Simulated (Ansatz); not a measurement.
# C15H12N2Se3 (SMILES CN(C)c1ccc(-c2ccc(-c3ccc(C#N)[se]3)[se]2)[se]1): what the fields show

```tsv
atom	x (Å)	y (Å)	z (Å)
C	-5.5160	1.0150	-0.9897
N	-5.0106	0.4489	0.2407
C	-5.8995	0.0354	1.3064
C	-3.6777	0.2293	0.3935
C	-3.0209	-0.3370	1.4842
C	-1.6179	-0.4252	1.3458
C	-1.0670	0.0478	0.1657
C	0.2967	0.0900	-0.2538
C	0.8289	0.5702	-1.4471
C	2.2290	0.4791	-1.5804
C	2.9128	-0.0772	-0.5087
C	4.3174	-0.2987	-0.3523
C	4.9923	-0.8596	0.7292
C	6.3929	-0.9527	0.6032
C	6.9128	-0.4710	-0.5888
C	8.2593	-0.4333	-0.9931
N	9.3736	-0.3930	-1.3477
Se	5.5411	0.1802	-1.7064
Se	1.6861	-0.5572	0.8524
Se	-2.4495	0.7052	-0.9630
H	-5.0603	2.0027	-1.1909
H	-6.6021	1.1508	-0.9142
H	-5.3075	0.3608	-1.8582
H	-6.9315	0.2953	1.0405
H	-5.8462	-1.0554	1.4795
H	-5.6462	0.5418	2.2549
H	-3.5471	-0.6851	2.3741
H	-0.9875	-0.8492	2.1340
H	0.1938	0.9923	-2.2314
H	2.7514	0.8266	-2.4772
H	4.4610	-1.2049	1.6205
H	7.0385	-1.3719	1.3783
```

Geometry: r2SCAN-D4/def2-SVP; not at a stationary point (largest force 1.7 eV/Å).

These are results of Ansatz, RKS PBE0-D4/def2-TZVP, not measurements.

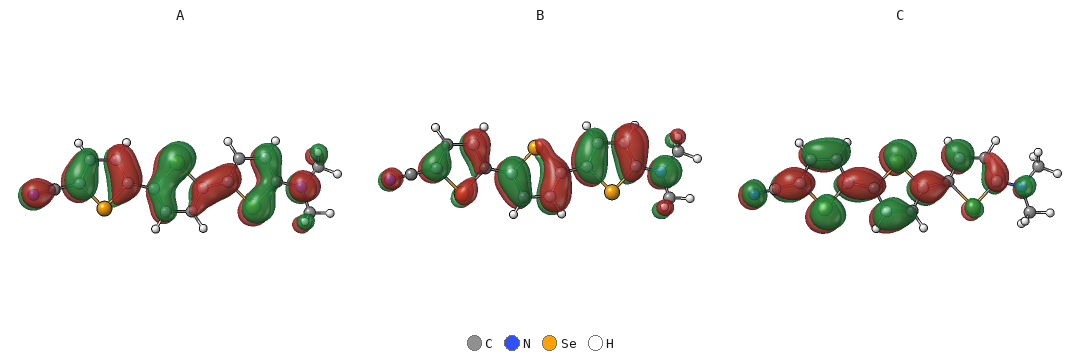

Figure 1. Three frontier orbitals at ±0.06 Å⁻³ᐟ² (green and red are the two phases), in no order.

> Which picture is the HOMO−1, the HOMO and the LUMO?

A is the HOMO−1 (−6.50 eV). By Hirshfeld shares it lies mainly on Se19 (about 10 %), C15 (about 10 %), N2 (about 10 %), C12 (about 10 %), Se20 (about 5 %) and C13 (about 5 %). B is the HOMO (−5.20 eV). Its weight (Hirshfeld) is mainly on C7 (about 10 %), C5 (about 10 %), N2 (about 10 %), C11 (about 10 %), C9 (about 10 %) and C4 (about 5 %). C is the LUMO (−2.36 eV). Its weight (Hirshfeld) is mainly on Se18 (about 10 %), C12 (about 10 %), C8 (about 10 %), C15 (about 10 %), C10 (about 10 %) and Se19 (about 5 %).

> What is the HOMO–LUMO gap?

2.84 eV between the orbital energies.

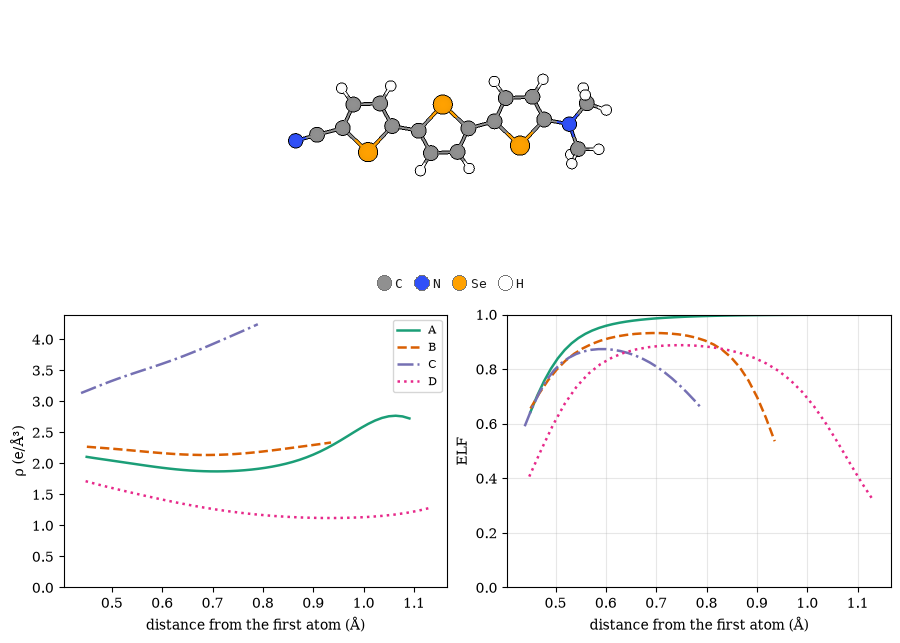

Figure 2. Electron density and electron localisation function along straight lines between neighbouring atoms. The curves leave out the atomic cores. The structure is drawn too.

> Which curve belongs to which contact (C–C, C–H, C–N and C–Se)? The first atom named is at distance zero.

Curve A: C–H (1.09 Å): ρ at the midpoint is about 2 e/Å³; the ELF climbs to about 1 towards the hydrogen, as it does in any bond to H: a covalent bond by its length. Curve B: C–C (1.39 Å): the density is about 2.1 e/Å³ at the midpoint; the ELF peaks at about 0.95 between the atoms, as expected for a covalent bond. Curve C: C–N (1.17 Å): ρ is about 3.6 e/Å³ halfway; the ELF peaks at about 0.85 between the atoms: a multiple bond. Curve D: C–Se (1.89 Å): the density is about 1.1 e/Å³ at the midpoint; the ELF peaks at about 0.90 between the atoms: a shared electron pair.
